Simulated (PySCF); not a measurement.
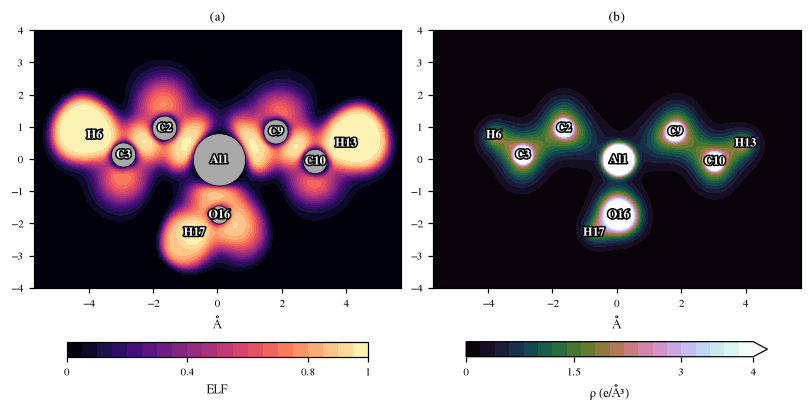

*C₄H₁₁AlO (AlEt2(OH)). (a) ELF; (b) total electron density on the plane of atoms Al1, C9 and C10. Grey discs cover the atomic cores in the ELF map.*

Geometry: PBE0-D3(BJ)/def2-SVP.

The calculation used PBE0/pcSseg-1 Al:pcSseg-2, SCF density, gas phase, non-relativistic (PySCF 2.14.0).

The calculation's input:

```
{"job": {"kind": "nmr", "xc": "PBE0", "basis": {"default": "pcSseg-1", "Al": "pcSseg-2"}}, "charge": 0, "multiplicity": 1}
Al    -0.131499    -0.129068    -0.064196
C      1.816588    -0.273702     0.162175
C      2.424004    -1.666997     0.001170
H      2.073160     0.146749     1.153033
H      2.281099     0.430833    -0.554697
H      3.519672    -1.669482     0.127477
H      2.018254    -2.379105     0.738729
H      2.219405    -2.091118    -0.995974
C     -1.139474     1.521944     0.238919
C     -2.641577     1.469795    -0.039673
H     -0.662490     2.321764    -0.359429
H     -0.953203     1.827653     1.286860
H     -3.140013     2.431536     0.168496
H     -2.852190     1.214898    -1.090234
H     -3.143009     0.703097     0.571388
O     -1.041090    -1.495371    -0.554362
H     -0.676156    -2.364034    -0.729443
```

Run with:

```sh
OMP_NUM_THREADS=1 python probes_run.py task.json out
```

**Interpret the plot.**

Atoms in the plane: Al, C, H and O. C–C (1.53 Å): ρ is about 1.6 e/Å³ halfway; the ELF peaks at about 0.95 between the atoms; a covalent bond. Al–O (1.71 Å): ρ is about 0.9 e/Å³ halfway; the ELF peaks at about 0.85 in the valence shell of O, 0.6 Å from its nucleus, and is about 0.50 at the midpoint. C–Al (1.96 Å): the density is about 0.75 e/Å³ at the midpoint; the ELF peaks at about 0.95 between the atoms, as expected for a shared but strongly polarised pair. O–H (0.96 Å): the density is about 3.6 e/Å³ at the midpoint; the ELF climbs to about 1 towards the hydrogen, as it does in any bond to H (an ordinary covalent bond to hydrogen). C–H (1.10 Å): the density is about 1.9 e/Å³ at the midpoint; the ELF climbs to about 1 towards the hydrogen (an ordinary covalent bond to hydrogen). The ELF also peaks beside O16, away from the bonds: lone-pair regions.
